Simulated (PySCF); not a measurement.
# Run report: CH3ClSi, geometry relaxation

CH3ClSi, multiplicity 3, SMILES C[Si]Cl, computed with PBE0-D3(BJ)/def2-SVP geometry optimisation, gas phase (PySCF 2.14.0).

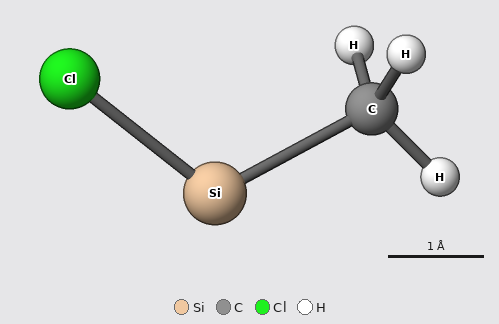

**Figure 1.** The starting structure (ball-and-stick view, seen at a tilt). Bond lengths as drawn: Cl–Si 2.04 Å, C–H 1.05 to 1.08 Å and C–Si 1.93 Å.

### Key numbers

```csv
quantity,value
outcome,converged
total energy,−788.973112 hartree
⟨S²⟩,2.002
dipole moment,2.05 D
point group,Cs
hardware,"1 CPU thread, shared host"
wall time,22 s
peak memory,0.34 GiB
```

### Input file
```
{"job": {"xc": "PBE0", "basis": "def2-SVP", "d3": "d3bj", "grid": 2, "kind": "geom", "shake": 0.01}, "charge": 0, "multiplicity": 3}
Si     0.879997     0.270712    -0.998790
C     -0.662734    -0.156858     0.084296
Cl     2.626737     0.570206     0.006509
H     -1.505752    -0.270166    -0.533787
H     -0.842670     0.629202     0.800724
H     -0.474538    -1.075101     0.617957
```

The first line tells a small driver script what to run in PySCF; the rest is the geometry in Å.

Launch command:
```bash
OMP_NUM_THREADS=1 python <driver script> task.json out
```

### Output
```
step   0  E = -788.96989588  max force = 0.035604
step   1  E = -788.97300956  max force = 0.004555
step   2  E = -788.97309221  max force = 0.002265
step   3  E = -788.97311196  max force = 0.000117
step   4  E = -788.97311208  max force = 0.000060
optimisation converged
```

### Trajectory as extended XYZ (Å, eV, eV/Å), 5 frames, from step=0 to step=4
```
6
Properties=species:S:1:pos:R:3:forces:R:3 step=0 energy=-21468.96439
Si    0.8800    0.2707   -0.9988   -1.0965  -0.1976  -0.1075
C    -0.6627   -0.1569    0.0843    1.8308   0.3469   0.0966
Cl    2.6267    0.5702    0.0065    0.6764   0.1127   0.3870
H    -1.5057   -0.2702   -0.5338   -1.4663  -0.2044  -1.1399
H    -0.8427    0.6292    0.8007   -0.0905   0.6564   0.4437
H    -0.4745   -1.0751    0.6180    0.1460  -0.7140   0.3201
6
Properties=species:S:1:pos:R:3:forces:R:3 step=1 energy=-21469.04912
Si    0.8130    0.3630   -0.9946    0.2342   0.0102   0.1487
C    -0.6437   -0.1954    0.0819   -0.0255   0.0328   0.0745
Cl    2.6219    0.6887    0.0131   -0.2325  -0.0377  -0.1405
H    -1.5277   -0.3347   -0.5563   -0.0155  -0.0010  -0.0385
H    -0.8681    0.5776    0.8339    0.0056  -0.0153  -0.0128
H    -0.4143   -1.1472    0.5858    0.0336   0.0110  -0.0314
6
Properties=species:S:1:pos:R:3:forces:R:3 step=2 energy=-21469.05137
Si    0.8142    0.3596   -0.9914    0.1165   0.0107   0.0611
C    -0.6442   -0.1936    0.0843   -0.0247   0.0144   0.0220
Cl    2.6164    0.6874    0.0087   -0.1043  -0.0173  -0.0660
H    -1.5261   -0.3335   -0.5583    0.0036  -0.0007  -0.0061
H    -0.8693    0.5780    0.8365   -0.0005  -0.0063  -0.0021
H    -0.4101   -1.1459    0.5841    0.0094  -0.0008  -0.0088
6
Properties=species:S:1:pos:R:3:forces:R:3 step=3 energy=-21469.05191
Si    0.8162    0.3574   -0.9891   -0.0049   0.0002   0.0015
C    -0.6448   -0.1922    0.0866    0.0021   0.0008  -0.0060
Cl    2.6141    0.6865    0.0023    0.0042   0.0003  -0.0019
H    -1.5246   -0.3324   -0.5589    0.0022  -0.0002   0.0019
H    -0.8712    0.5781    0.8393   -0.0006   0.0005   0.0019
H    -0.4089   -1.1453    0.5837   -0.0031  -0.0016   0.0027
6
Properties=species:S:1:pos:R:3:forces:R:3 step=4 energy=-21469.05191
Si    0.8158    0.3574   -0.9892   -0.0031  -0.0006   0.0010
C    -0.6448   -0.1921    0.0871    0.0024   0.0006  -0.0014
Cl    2.6150    0.6862    0.0002    0.0022  -0.0001  -0.0019
H    -1.5246   -0.3323   -0.5583    0.0003   0.0002   0.0004
H    -0.8711    0.5782    0.8398   -0.0004  -0.0001   0.0008
H    -0.4094   -1.1454    0.5844   -0.0014   0.0000   0.0011
```

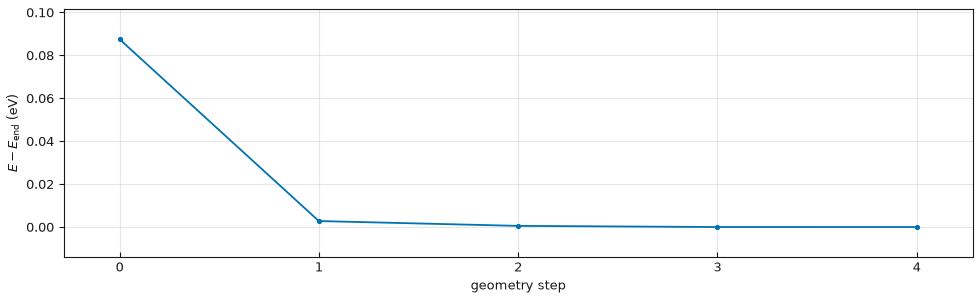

**Figure 2.** Progress of the relaxation, step by step (steps are counted from 0).

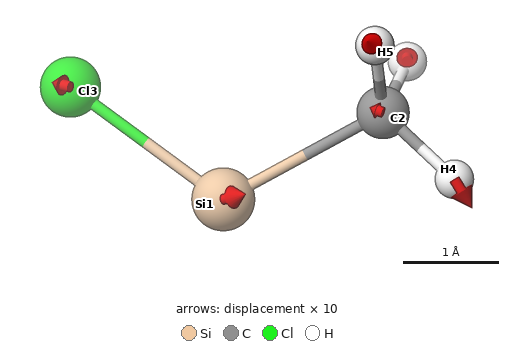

**Figure 3.** The starting structure with the displacements as red arrows, magnified 10 times (ball-and-stick view, seen at a tilt). The two geometries are laid on each other by the best rigid fit. The energy falls by 0.088 eV in 4 geometry steps. Largest force component: 1.8 eV/Å at the start, 0.0031 eV/Å at the end. The largest move after the best rigid fit is that of H4, 0.036 Å. Largest moves by element: H 0.036 Å, Si 0.032 Å, Cl 0.026 Å, C 0.016 Å. Among the contacts that change: C2–H4 1.051 → 1.100 Å, Si1–Cl3 2.038 → 2.079 Å, Si1–C2 1.933 → 1.896 Å, C2–H5 1.079 → 1.101 Å. (Atoms are counted from 1 in the order of the input.)
